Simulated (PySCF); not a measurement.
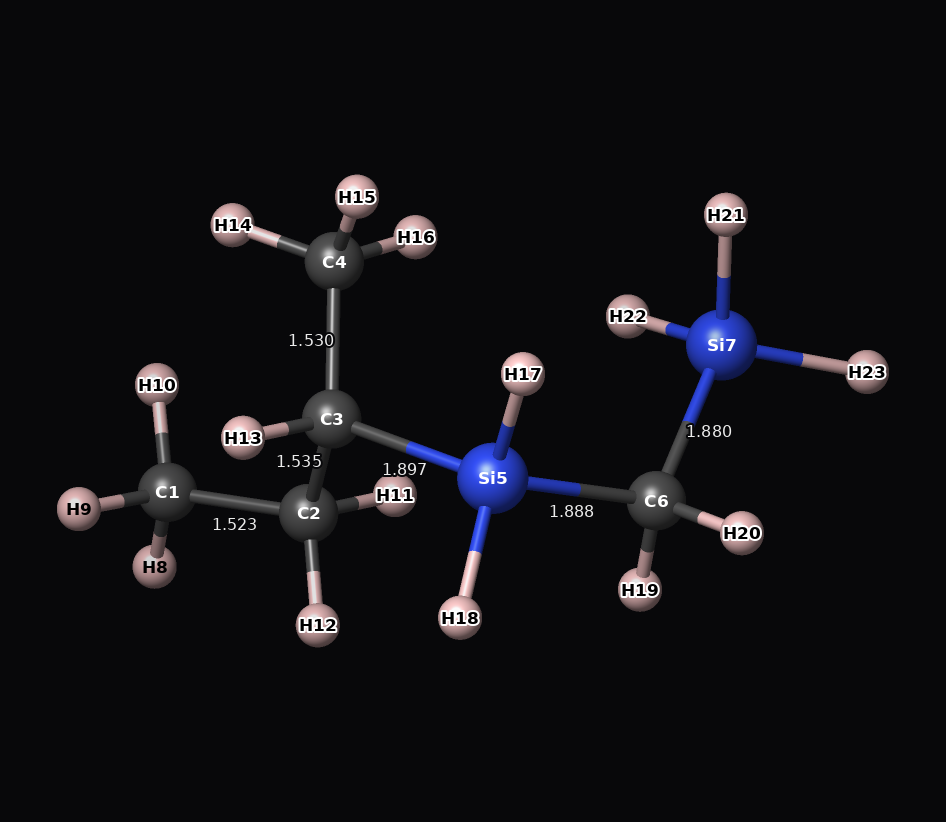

The numbers beside the sticks are distances in Å. Sticks don't show bond order. Computed geometry: PBE0-D3(BJ)/def2-SVP optimisation. No frequency run is at hand to confirm it as a minimum.

Question: Which of the marked bonds are single, double, triple or aromatic?

Answer: C1–C2 single; C2–C3 single; C3–C4 single; C3–Si5 single; Si5–C6 single; C6–Si7 single.

Question: Give the structure as SMILES.

Answer: CC[C@H](C)[SiH2]C[SiH3]
